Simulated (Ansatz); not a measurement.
A series of calculations on CH₉BSi

## 1. Relaxation

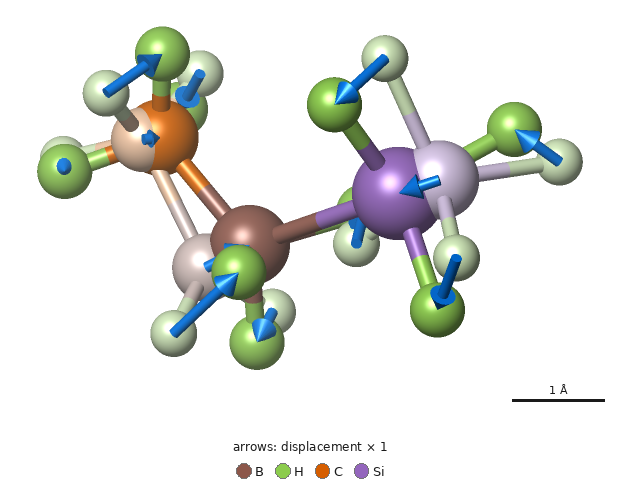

This is a relaxation of CH9BSi. The starting structure is drawn faded, the final one solid; blue arrows show the displacements, at their true length. The two geometries are superimposed by the best rigid fit.

The picture is a ball-and-stick view, seen from a free direction.

The run prepares an end point of a later path (reaction) calculation, from a guessed geometry.

All numbers below come from RKS PBE/6-31G* (Ansatz). (no spin polarisation; force threshold 0.03 eV/Å; at most 50 steps)

Question: What did the optimiser do to the structure, and how much energy did it gain?

Answer: An H atom moves most after the best rigid fit: 1.07 Å. By element the largest moves are H 1.07 Å, B 0.56 Å, Si 0.47 Å, C 0.20 Å. Near-neighbour distances that change, for instance: H–Si 3.410 → 1.948 Å, B–Si 3.142 → 2.197 Å, B–H 1.772 → 1.315 Å, H–Si 1.486 → 1.655 Å. New bonds form, among them: B–H (1.77 → 1.32 Å), B–Si (3.14 → 2.20 Å). Among the angles between lasting bonds that change: H–Si–H 106.9° → 87.7°, H–Si–H 109.2° → 123.6°, H–B–H 117.0° → 105.4°. After 17 accepted moves (18 points after the start) the energy has fallen by 26.1 kJ/mol. The largest force component goes from 0.58 to 0.02 eV/Å. The line search rejected the trial step at point 14 of the run.

## 2. Relaxation

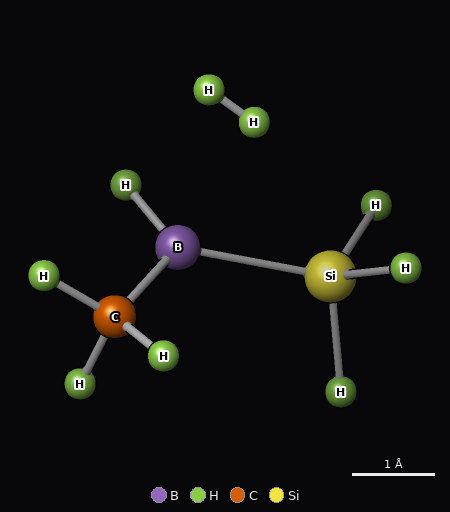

CH$_{9}$BSi, before the relaxation. The picture is a ball-and-stick view, seen at a tilt.

The run prepares an end point of a later path (reaction) calculation, from a guessed geometry.

Theory: Ansatz 0.2.0, RKS PBE/6-31G*.

The input:
```yaml
crystal:
  periodic: [false, false, false]
  atoms:
    - { symbol: B, position_ang: [0.110473, 0.596699, -0.22963] }
    - { symbol: H, position_ang: [-0.124404, -0.611964, 1.818766] }
    - { symbol: C, position_ang: [1.45431, -0.049052, -0.718412] }
    - { symbol: H, position_ang: [1.449471, -1.152126, -0.76035] }
    - { symbol: H, position_ang: [1.516256, 0.284713, -1.780187] }
    - { symbol: H, position_ang: [2.381888, 0.303918, -0.236129] }
    - { symbol: H, position_ang: [-0.923549, 0.036498, -0.515873] }
    - { symbol: Si, position_ang: [0.022014, 2.416562, 0.53857] }
    - { symbol: H, position_ang: [0.877908, 2.569805, 1.771979] }
    - { symbol: H, position_ang: [0.583208, 3.402053, -0.456039] }
    - { symbol: H, position_ang: [-1.358378, 2.898188, 0.893349] }
    - { symbol: H, position_ang: [-0.004497, 0.092907, 1.842956] }
basis:
  gaussian: { orbitals: "6-31G*" }
hamiltonian:
  xc: pbe
relax:
  f_tol: 0.03
  max_steps: 50
```

Command:
```bash
ansatz run input.yaml --threads 1 --pin off --max-ram 2048MiB --backend cpu --events-out ev --progress --plain --runs-dir out
```

Q: Where does the relaxation end?

A: After 24 accepted moves (25 points after the start) the energy has fallen by 0.110 eV. Largest force component: 1.6 eV/Å at the start, 0.022 eV/Å at the end. The line search rejected the trial step at point 6 of the run. H9 moves most after the best rigid fit: 1.10 Å. By element the largest moves are H 1.10 Å, Si 0.26 Å, B 0.26 Å, C 0.13 Å. Among the contacts that change: B1–Si8 1.977 → 2.031 Å, H2–H12 0.715 → 0.752 Å, B1–C3 1.569 → 1.562 Å. Bond angles that change, for instance: B1–Si8–H11 115.3° → 111.5°, C3–B1–Si8 122.6° → 125.1°, B1–Si8–H9 112.7° → 115.2°. Groups turn about B1–Si8 by about 45°.

The structure at the end:

```xyz
12

B     0.2509    0.7534   -0.3789
H    -0.8556   -0.8192    1.8203
C     1.5741   -0.0249   -0.6682
H     1.4703   -1.1239   -0.6458
H     1.7959    0.2214   -1.7335
H     2.4608    0.2834   -0.0907
H    -0.7949    0.2652   -0.7491
Si    0.1437    2.6151    0.4262
H     1.4298    3.1358    1.0108
H    -0.2803    3.5877   -0.6480
H    -0.9107    2.6938    1.4994
H    -0.2993   -0.7996    2.3263
```

The end point in the same view:

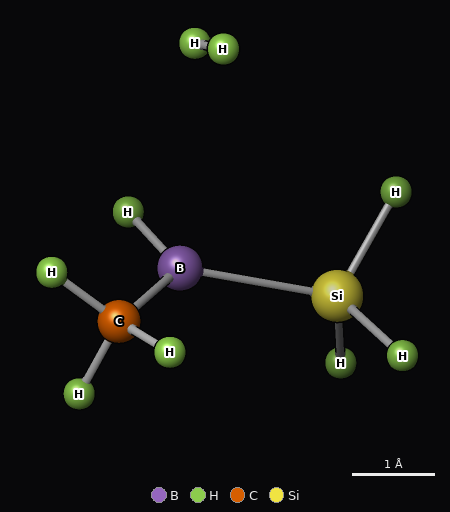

## 3. Path

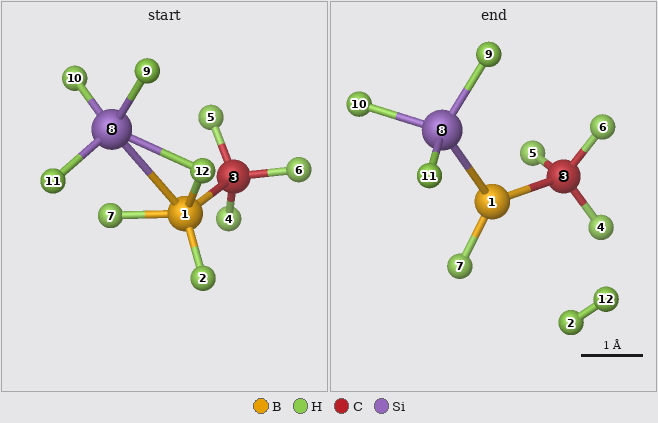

The two relaxed end points of a path for CH9BSi. The picture is a ball-and-stick view, seen from a free direction.

Level of theory: Ansatz, RKS PBE/6-31G*.

Set-up: 5 movable images; climbing image; force threshold 0.05 eV/Å; iteration limit 60.

Start:
```xyz
12

B     0.2312    0.1665    0.2685
H    -0.3075   -0.6927    0.9320
C     1.5061   -0.1520   -0.6530
H     1.2243   -0.9088   -1.4063
H     1.8962    0.7211   -1.2064
H     2.3436   -0.5767   -0.0729
H    -0.6926    0.7644   -0.3097
Si   -0.1273    2.2709    0.7889
H     0.6691    3.0143    1.8341
H     0.1718    2.9509   -0.5076
H    -1.5590    2.3425    1.2077
H     0.6287    0.8878    1.2937
```

End:
```xyz
12

B     0.2952    0.8085   -0.4076
H    -0.9076   -1.0210    1.5262
C     1.6605    0.1005   -0.6815
H     1.5921   -0.9968   -0.7835
H     1.9471    0.4664   -1.6958
H     2.4944    0.3672   -0.0120
H    -0.7056    0.3365   -0.9023
Si    0.0705    2.5687    0.5808
H     1.2950    3.0559    1.3089
H    -0.3105    3.6407   -0.4118
H    -1.0577    2.5035    1.5772
H    -0.3886   -1.0421    2.0703
```

> Predict the minimum-energy path and its barrier.

Forward barrier 0.64 eV, backward barrier 0.04 eV, with image 4 at the top; the reaction energy is +0.61 eV. Breaking: B1–H12 (1.32 → 1.97 at the top → 3.17 Å), B1–H2 (1.21 → 2.01 at the top → 2.92 Å), Si8–H12 (1.66 → 2.77 at the top → 3.93 Å). Forming: H2–H12 (1.87 → 0.76 at the top → 0.75 Å). The band is converged. At the top, the vibrational analysis gives one imaginary mode (281i cm⁻¹), as a transition state must have.

Energies of the converged images:

| image | path (Å) | E (eV) |
| --- | --- | --- |
| 0 | 0.00 | 0.000 |
| 1 | 0.75 | 0.027 |
| 2 | 1.50 | 0.135 |
| 3 | 2.24 | 0.431 |
| 4 | 2.99 | 0.642 |
| 5 | 3.79 | 0.612 |
| 6 | 4.60 | 0.606 |

The geometry at the top of the path:

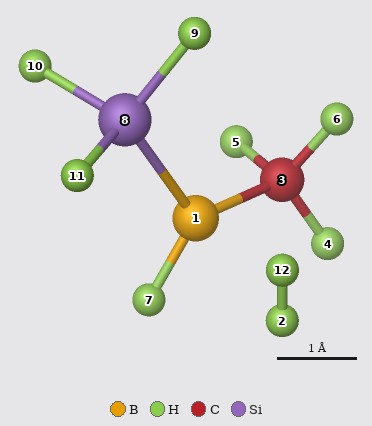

Cost: 3 min on 1 thread of Arm Neoverse V2 (shared host), peak memory 0.11 GiB.
